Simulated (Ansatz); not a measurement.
# (KCl)2(NaI)1 [001] superlattice, started as rocksalt type: from the cell to its phonons, part 2 of 3

Aim: the vibrations of (KCl)2(NaI)1 [001] superlattice, started as rocksalt type, their spectra, and whether the structure is stable.

Ansatz 0.2.0; DFT PBE, scalar-relativistic, plane waves, PAW.

So far: Starting point; Bringing the structure to rest. The relaxed cell has a = 4.531, c = 19.641 Å (conventional setting).

The structure was built from a prototype and need not be the compound's stable phase.

## Step 3: Relaxing to small forces for the phonons

Phonons need a cell at rest on their own settings, so the relaxation is repeated with tight tolerances on forces and stress, using the mesh and the filling of the phonon run that follows.

input.yaml

```yaml
crystal:
  lattice:
    - [3.2041545411, 3.2041545411, 0.0]
    - [-3.2041545411, 3.2041545411, 0.0]
    - [3.2041545411, 0.0, 9.8203729272]
  atoms:
    - { symbol: Cl, position: [0.5026541722, 0.4973458278, -0.0053083444] }
    - { symbol: Cl, position: [0.8306791611, 0.1693208389, 0.3386416777] }
    - { symbol: I, position: [0.1666666667, 0.8333333333, 0.6666666667] }
    - { symbol: K, position: [-0.0074974797, 0.0074974797, 0.0149949595] }
    - { symbol: K, position: [0.3408308131, 0.6591691869, 0.3183383739] }
    - { symbol: Na, position: [0.6666666667, 0.3333333333, 0.6666666667] }
kpoints:
  mp_grid: { grid: [4, 4, 4] }
hamiltonian:
  xc: pbe
scf:
  occupations: { method: fixed }
output:
  forces: true
  stress: true
  eigenvalues: true
  write_density: true
  write_potential: true
  elf: true
  volumetric_format: npy
relax:
  adjacent_minimum: "off"
  f_tol: 0.001
  max_steps: 60
  cell: { stress_tol: 0.01 }
```

The run is started by

```bash
$ ansatz run input.yaml --threads 8 --pin off --max-ram 14336MiB --backend cpu --events-out ev --progress --plain --runs-dir out
```

Numbers of over 12 decimals in the logs are rounded to 6 here.

The log of the run:

```text
[...]
Crystal: 6 atoms, lattice volume = 201.644 Å³
Basis set: ecut = 420 eV, 3977 PW (Γ), exchange–correlation on 64×64×144 points (8 copies of the dense FFT grid, shifted against one another)
Bands: 35, of which v1, the nominal top of the filled ones, is band 29 counted from 1 (28 counted from 0)
Symmetry: 16 space group operations
[...]
k-points: 13 of 64
[...]
- [3.200701, 3.200701, 0.0]
    - [-3.200701, 3.200701, 0.0]
    - [3.200701, 0, 9.838009]
  atoms:
    - { symbol: Cl, position: [0.502493, 0.497507, -0.00498571] }
    - { symbol: Cl, position: [0.830840, 0.169160, 0.338319] }
    - { symbol: I, position: [0.166667, 0.833333, 0.666667] }
    - { symbol: K, position: [-0.00750285, 0.00750285, 0.015006] }
    - { symbol: K, position: [0.340836, 0.659164, 0.318328] }
    - { symbol: Na, position: [0.666667, 0.333333, 0.666667] }
[key lines of the parts left out:]
SCF converged after 6 iterations
Free energy (F): -14244.217151 eV
Fermi energy:    1.671063 eV
P = ⅓ Tr σ = 0.0001 GPa (0.001 kbar)
```

Elapsed: 4.4 s, on 8 threads of Intel Xeon Platinum 8488C (Sapphire Rapids), shared host; peak memory 0.79 GiB.

Step by step:

| step | energy less that of the first step (eV) | largest force component (eV/Å) | pressure (GPa) | volume (Å³) |
| --- | --- | --- | --- | --- |
| 1 | 0.0000 | 0.0015 | -0.01 | 201.64 |
| 2 | 0.0000 | 0.0020 | -0.01 | 201.57 |
| 3 | -0.0001 | 0.0014 | 0.01 | 201.49 |
| 4 | -0.0001 | 0.0012 | 0.00 | 201.56 |
| 5 | -0.0001 | 0.0001 | 0.00 | 201.57 |
| 6* | -0.0001 | 0.0001 | 0.00 | 201.57 |

Relaxation steps marked * repeat the geometry before them on a plane-wave basis chosen anew for their cell, so energy and pressure can jump there.

The run keeps the 16 symmetry operations that it works with, so distortions that break them were not tested.

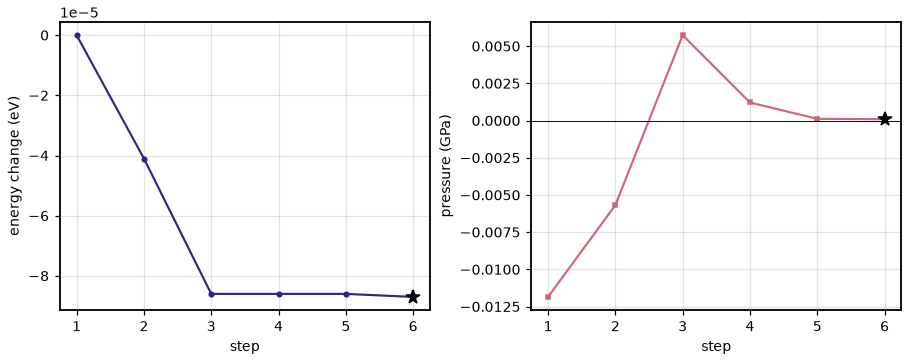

Energy and pressure along the relaxation. Stars mark steps on a basis chosen anew.

| conventional cell, symmetrised | before | after | change |
| --- | --- | --- | --- |
| a (Å) | 4.531 | 4.526 | -0.1 % |
| b (Å) | 4.531 | 4.526 | -0.1 % |
| c (Å) | 19.641 | 19.676 | +0.2 % |
| volume (Å³/atom) | 33.61 | 33.60 | -0.0 % |

Final coordinates:

```xyz
6
Lattice="3.2007 3.2007 0.0000 -3.2007 3.2007 0.0000 3.2007 0.0000 9.8380" Properties=species:S:1:pos:R:3 pbc="T T T"
Cl    0.0000    3.2007   -0.0490
Cl    3.2007    3.2007    3.3284
I     0.0000    3.2007    6.5587
K     0.0000    0.0000    0.1476
K     0.0000    3.2007    3.1317
Na    3.2007    3.2007    6.5587
```

Numbers from this step:

```
pressure           : 9.28e-5 GPa
gap on the k-mesh  : 4.056 eV
volume per atom    : 33.60 Å³
direct gap on mesh : 4.134 eV
```

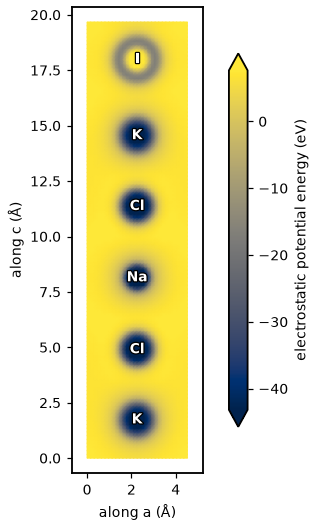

Electrostatic potential energy in the ac plane of the conventional cell at fractional y = 0.000, with atoms of Cl and I and K and Na within 0.2 Å of it. With pseudopotentials it is smooth inside the atoms' cores, unlike the true potential. The map starts off the cell's origin, so that atoms lie inside it.

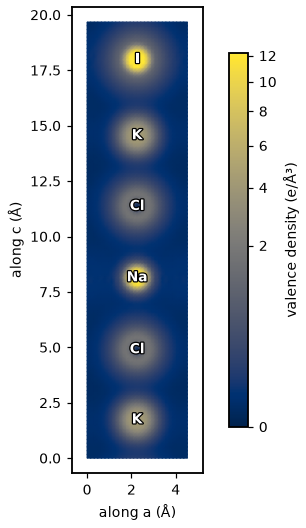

Valence density in the ac plane of the conventional cell at fractional y = 0.000, with atoms of Cl and I and K and Na within 0.2 Å of it. It is the smooth field of the valence electrons, not physical close to the nuclei. The map starts off the cell's origin, so that atoms lie inside it. The colour scale is stretched toward low values.

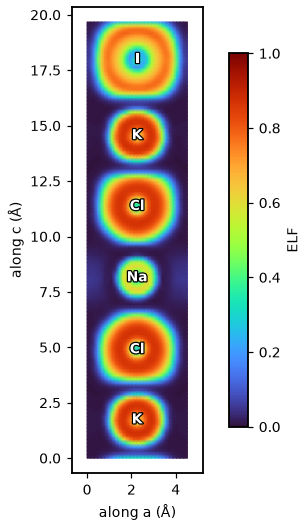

ELF in the ac plane of the conventional cell at fractional y = 0.000, with atoms of Cl and I and K and Na within 0.2 Å of it. It is the smooth field of the valence electrons, not physical close to the nuclei. The map starts off the cell's origin, so that atoms lie inside it.

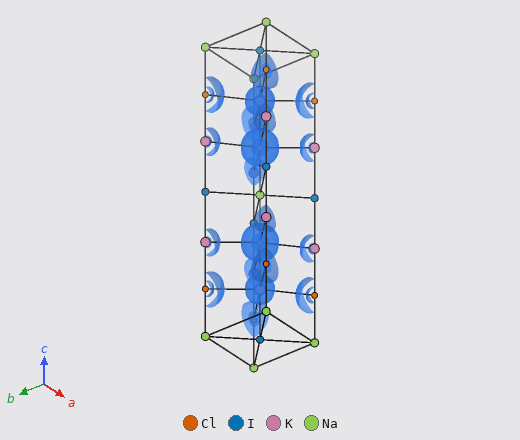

Surface of ELF = 0.8.

The largest force component left is 0.10 meV/Å and the pressure is 0.000 GPa, within the tolerances set. The cell now holds 33.60 Å³/atom.

## Step 4: Linear response at the zone centre

The zone centre is the only wavevector solved here; it holds the modes that light can see, as far as symmetry allows. The response to a homogeneous field gives the Born charges and the dielectric tensor, and its change with displacement the Raman tensors.

input.yaml

```yaml
crystal:
  lattice:
    - [3.2007007327, 3.2007007327, 0.0]
    - [-3.2007007327, 3.2007007327, 0.0]
    - [3.2007007327, 0.0, 9.8380085086]
  atoms:
    - { symbol: Cl, position: [0.5024928553, 0.4975071447, -0.0049857106] }
    - { symbol: Cl, position: [0.830840478, 0.169159522, 0.3383190439] }
    - { symbol: I, position: [0.1666666667, 0.8333333333, 0.6666666667] }
    - { symbol: K, position: [-0.0075028515, 0.0075028515, 0.015005703] }
    - { symbol: K, position: [0.3408361848, 0.6591638152, 0.3183276304] }
    - { symbol: Na, position: [0.6666666667, 0.3333333333, 0.6666666667] }
kpoints:
  mp_grid: { grid: [4, 4, 4] }
hamiltonian:
  xc: pbe
scf:
  occupations: { method: fixed }
output:
  eigenvalues: true
phonons:
  method: dfpt
  dielectric: true
  rigid_motions: translations
  raman: true
```

The log of the run:

```text
Warning: crystal.symmetry: narrowed to the stabiliser of the run's FFT grids — unitary ops 16 → 4. A phonons.method: dfpt run fills in the rows of the dynamical matrix that it does not solve by its symmetry operations, which is exact only for operations that map its FFT grids onto themselves: filled in by any other, the frequencies could depend on the order in which like atoms are typed, or, by more than the grids' own error, on where the crystal sits among the grids' points. Excluded: 12 operations. The run can therefore solve more perturbations, solve them on more k-points, or both, and cost more. [rest of the remark cut]
[...]
Crystal: 6 atoms, lattice volume = 201.571 Å³
Basis set: ecut = 420 eV, 3945 PW (Γ), exchange–correlation on 72×72×144 points (8 copies of the dense FFT grid, shifted against one another)
Bands: 35, of which v1, the nominal top of the filled ones, is band 29 counted from 1 (28 counted from 0)
Symmetry: 16 space group operations
k-points: 36 of 64 (irreducible under 1 space group operation, time reversal used)
[...]
SCF iter   1: F=—  HF=-14244.220406 eV  |F-HF|=—  |Δ(HF+E_count)|=         —  Δρ=4.23e-4  dr2=1.88e-3  ethr=1.77e-3  ⟨swp⟩=5.9  Hψ=4599  notcnv=0  defer=136
[...]
SCF iter   9: F=-14244.217151 eV  HF=-14244.217151 eV  |F-HF|=1.82e-12  |Δ(HF+E_count)|=  8.73e-11  Δρ=9.19e-8  dr2=1.47e-11  ethr=1.00e-12  ⟨swp⟩=17.4  Hψ=9755  notcnv=0
SCF 1 converged in 9 iterations: F = -14244.217151 eV  dr2 = 1.47e-11
[...]
NSCF: frozen V_eff on 3 k-points
DFPT response loops at Γ: preconditioner auto → Resta (q_TF=auto, 2.217 Å⁻¹)  ε∞=3.8 (no band partly filled); β = 1.00, the filter's whole step (`scf.mixing.beta` (0.50) is not read by the response loops at its default; to damp them type it under 1.00, their step now; it binds the ground state too); Broyden in place of MSR1
── the response to a field inside a basis, on 8×8×4 k-points: an SCF that follows is theirs, and a resumed run solves both again ──
Bands: 30, of which v1, the nominal top of the filled ones, is band 29 counted from 1 (28 counted from 0)
k-points: 72 of 256 (irreducible under 4 space group operations)
[...]
Eigensolver: Dense (72 Hₖ)
SCF iter   1: F=—  HF=-14244.174880 eV  |F-HF|=—  |Δ(HF+E_count)|=         —  Δρ=1.86e-4  dr2=2.41e-5  ethr=1.00e-1
[...]
SCF iter   6: F=-14244.174899 eV  HF=-14244.174899 eV  |F-HF|=1.64e-11  |Δ(HF+E_count)|=  8.57e-10  Δρ=1.42e-7  dr2=3.38e-11  ethr=1.00e-12
SCF 1 converged in 6 iterations: F = -14244.174899 eV  dr2 = 3.38e-11
[...]
WARN: field response: ε∞ stands inside a basis, on 8×8×4 points; the force constants stand on the 4×4×4 k-mesh, whose period is 12.10 times the interband length at k = (0.0000, 0.0000, 0.0000), direct gap 4.134 eV, under 14: take them and everything formed from them as unconverged, and compare with a denser kpoints.mp_grid
SCF converged after 9 iterations
Free energy (F): -14244.217151 eV
[...]
Internal energy: -14244.217151 eV  (E = F + TS)
E sigma→0 (E₀):  -14244.217151 eV
Fermi energy:    1.671061 eV
[...]
--- Band table (eV; the first three rows and the last of 36) ---
  k-point 0: bands = [... 25 lower, 0.8731, 1.3722, 1.5931, 1.5931, 5.7273, 7.2835, 7.7584, 7.9685, ... 2 higher]
  k-point 1: bands = [... 25 lower, 0.8903, 1.2405, 1.5884, 1.5884, 5.9321, 7.0496, 7.6100, 8.2543, ... 2 higher]
  k-point 2: bands = [... 25 lower, 0.9028, 1.0687, 1.5836, 1.5836, 6.2545, 6.7174, 7.5359, 8.1920, ... 2 higher]
  k-point 35: bands = [... 25 lower, 0.6221, 0.7414, 0.8455, 1.3331, 6.8514, 7.4824, 8.0853, 8.3097, ... 2 higher]
--- Phonons (Γ-DFPT): 12 representative perturbations + reference, on 36 of 64 k-points (Σ response iterations 46) ---
  ASR residual: 5.835e-4 → 0.000e0 eV/Å²; symmetrization residual: 4.996e-6 eV/Å²
  The last average, over the group as it would stand without the narrowing to the FFT grids, took up to 1.147e-6 eV/Å² of the zone centre's force constants
  ASR residual per site (eV/Å²): 1.96e-4 1.96e-4 1.50e-4 9.22e-5 9.22e-5 5.84e-4
  Γ frequencies (cm⁻¹): -49.50 0.00 0.00 0.00 36.41 36.41 51.83 51.83 93.61 111.09 121.11 121.11 123.42 123.42 128.29 128.29 134.35 135.46
  ε∞ (high-frequency dielectric tensor):
        2.608578     0.000000     0.000000
        0.000000     2.608578     0.000000
        0.000000     0.000000     2.543187
  softest optical mode at Γ: -49.50 cm⁻¹; the repairs (sum rule, projections) moved no ω² at Γ by more than (2.87 cm⁻¹)²
  Born effective charges Z* (e; rows j = field, columns β = displacement):
    site 0:
        -1.16516    0.00000    0.00000
         0.00000   -1.16516   -0.00000
         0.00000   -0.00000   -1.25468
    site 1:
        -1.16516    0.00000   -0.00000
        -0.00000   -1.16516   -0.00000
        -0.00000   -0.00000   -1.25468
    site 2:
        -1.15975   -0.00000    0.00000
         0.00000   -1.15975   -0.00000
        -0.00000   -0.00000   -0.84175
    site 3:
         1.11603   -0.00000    0.00000
        -0.00000    1.11603    0.00000
         0.00000    0.00000    1.19355
    site 4:
         1.11603   -0.00000   -0.00000
        -0.00000    1.11603    0.00000
        -0.00000    0.00000    1.19355
    site 5:
         1.25801   -0.00000   -0.00000
        -0.00000    1.25801    0.00000
         0.00000    0.00000    0.96401
  Z* charge neutrality: 7.525e-3 e pre-enforcement
  solved inside a basis spanned on kpoints, on 8×8×4 k-points: ε∞ is read to err by 8.1e-3, Z* by 2.0e-2 e (field_mesh: kpoints solves on kpoints); Z* is corrected for what the basis lacks
  Raman tensors (in the event stream and the table raman_tensors.tsv): an entry may err by 4.0e-2 Å², one of the second-order susceptibility by 3.2e-19 pm/V (basis, points and sum rule); their sum over the sites missed zero by 1.110e-16 Å² ahead of its enforcement
  optical modes at Γ without the LO–TO term, one row a degenerate level:
      ω (cm⁻¹)  modes    IR ((D/Å)²/amu)  static Raman (Å⁴/amu)  depolarisation
        -49.50      1             2.2924                 0.0000               —
         36.41      2             0.0584                 0.0000               —
         51.83      2             0.0000                 0.0373           0.750
         93.61      1             0.0374                 0.0000               —
        111.09      1             0.0000                 0.0360           0.141
        121.11      2             4.8558                 0.0000               —
        123.42      2             0.0000                 0.1045           0.750
        128.29      2             5.2251                 0.0000               —
        134.35      1             0.0000                 0.4995           0.009
        135.46      1             2.4618                 0.0000               —
  optical modes at Γ + LO–TO along q̂ = [1.0000, 0.0000, 0.0000]:
      ω (cm⁻¹)  modes    IR ((D/Å)²/amu)  static Raman (Å⁴/amu)  depolarisation
        -49.50      1             2.2924                 0.0000               —
         36.41      1             0.0292                 0.0000               —
         37.07      1             0.0049                 0.0000               —
         51.83      2             0.0000                 0.0373           0.750
         93.61      1             0.0374                 0.0000               —
        111.09      1             0.0000                 0.0360           0.141
        121.11      1             2.4279                 0.0000               —
        123.42      2             0.0000                 0.1045           0.750
        124.46      1             0.0095                 0.0000               —
        128.29      1             2.6125                 0.0000               —
        134.35      1             0.0000                 0.4995           0.009
        135.46      1             2.4618                 0.0000               —
        190.13      1             5.0552                 0.0000               —
  optical modes at Γ + LO–TO along q̂ = [0.0000, 1.0000, 0.0000]:
      ω (cm⁻¹)  modes    IR ((D/Å)²/amu)  static Raman (Å⁴/amu)  depolarisation
        -49.50      1             2.2924                 0.0000               —
         36.41      1             0.0292                 0.0000               —
         37.07      1             0.0049                 0.0000               —
         51.83      2             0.0000                 0.0373           0.750
         93.61      1             0.0374                 0.0000               —
        111.09      1             0.0000                 0.0360           0.141
        121.11      1             2.4279                 0.0000               —
        123.42      2             0.0000                 0.1045           0.750
        124.46      1             0.0095                 0.0000               —
        128.29      1             2.6125                 0.0000               —
        134.35      1             0.0000                 0.4995           0.009
        135.46      1             2.4618                 0.0000               —
        190.13      1             5.0552                 0.0000               —
  optical modes at Γ + LO–TO along q̂ = [0.0000, 0.0000, 1.0000]:
      ω (cm⁻¹)  modes    IR ((D/Å)²/amu)  static Raman (Å⁴/amu)  depolarisation
         36.41      2             0.0584                 0.0000               —
         51.83      2             0.0000                 0.0373           0.750
         56.16      1             0.6810                 0.0000               —
         94.27      1             0.0238                 0.0000               —
        111.09      1             0.0000                 0.0360           0.141
        121.11      2             4.8558                 0.0000               —
        123.42      2             0.0000                 0.1045           0.750
        128.29      2             5.2251                 0.0000               —
        134.35      1             0.0000                 0.4995           0.009
        180.43      1             4.0869                 0.0000               —
```

Elapsed: 3.7 min, on 8 threads; peak memory 3.6 GiB.

Numbers from this step:

- sum-rule residual before enforcement: 5.84e-4 eV/Å²
- miss of the charge sum rule: 0.007525 e
- estimated error of the dielectric tensor: 0.008088
- estimated error of the Born charges: 0.01970 e
- point group: 4/mmm
- highest optical mode at the zone centre (no LO-TO term): 135.5 cm⁻¹
- lowest optical zone-centre mode: -49.5 cm⁻¹
- mean high-frequency dielectric constant: 2.587
- largest Born charge (third of the trace): -1.195 e
- top of the zone-centre spectrum with the field: 190.1 cm⁻¹

Without the LO-TO term. Patterns of degenerate modes are one choice out of their space. The modes at Γ (shares of kinetic energy by element, %) (negative means imaginary):

| mode | frequency (cm⁻¹) | symmetry | Cl % | I % | K % | Na % |
| --- | --- | --- | --- | --- | --- | --- |
| 1 | -49.5 | A2u | 23 | 0 | 0 | 77 |
| 2 | 0.0 | acoustic | 24 | 42 | 26 | 8 |
| 3 | 0.0 | acoustic | 24 | 42 | 26 | 8 |
| 4 | 0.0 | acoustic | 24 | 42 | 26 | 8 |
| 5 | 36.4 | Eu | 19 | 45 | 31 | 4 |
| 6 | 36.4 | Eu | 19 | 45 | 31 | 4 |
| 7 | 51.8 | Eg | 43 | 0 | 57 | 0 |
| 8 | 51.8 | Eg | 43 | 0 | 57 | 0 |
| 9 | 93.6 | A2u | 27 | 56 | 9 | 8 |
| 10 | 111.1 | A1g | 87 | 0 | 13 | 0 |
| 11 | 121.1 | Eu | 55 | 1 | 42 | 2 |
| 12 | 121.1 | Eu | 55 | 1 | 42 | 2 |
| 13 | 123.4 | Eg | 57 | 0 | 43 | 0 |
| 14 | 123.4 | Eg | 57 | 0 | 43 | 0 |
| 15 | 128.3 | Eu | 2 | 11 | 0 | 86 |
| 16 | 128.3 | Eu | 2 | 11 | 0 | 86 |
| 17 | 134.3 | A1g | 13 | 0 | 87 | 0 |
| 18 | 135.5 | A2u | 27 | 2 | 65 | 7 |

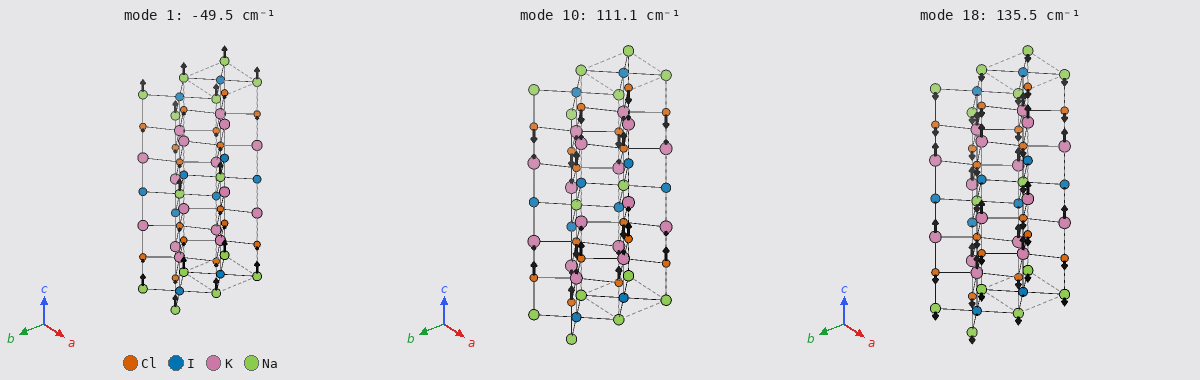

Displacement patterns of modes 1, 10 and 18 at Γ; arrows are exaggerated. 1×2×1 conventional cells are drawn. Some periodic images of atoms are drawn too.

Optical modes at the zone centre, without and with the macroscopic field of the longitudinal modes; each column is sorted by frequency, so a row need not hold one and the same mode. Modes with and without the field, by row:

| rank among optical modes | no field (cm⁻¹) | q along (1, 0, 0) (cm⁻¹) | q along (0, 0, 1) (cm⁻¹) |
| --- | --- | --- | --- |
| 1 | -49.5 | -49.5 | 36.4 |
| 2 | 36.4 | 36.4 | 36.4 |
| 3 | 36.4 | 37.1 | 51.8 |
| 4 | 51.8 | 51.8 | 51.8 |
| 5 | 51.8 | 51.8 | 56.2 |
| 6 | 93.6 | 93.6 | 94.3 |
| 7 | 111.1 | 111.1 | 111.1 |
| 8 | 121.1 | 121.1 | 121.1 |
| 9 | 121.1 | 123.4 | 121.1 |
| 10 | 123.4 | 123.4 | 123.4 |
| 11 | 123.4 | 124.5 | 123.4 |
| 12 | 128.3 | 128.3 | 128.3 |
| 13 | 128.3 | 134.3 | 128.3 |
| 14 | 134.3 | 135.5 | 134.3 |
| 15 | 135.5 | 190.1 | 180.4 |

(Continued in part 3 of 3.)

[Logs are printed without paths, hosts, clocks, repeated set-up lines and the standing remarks that a program may print on its own settings, such as how far it seeks lower states.]

[Hosts, paths, dates, database ids (printed as entryN), source tags and the programs' standing remarks are cut or masked in the printed files.]
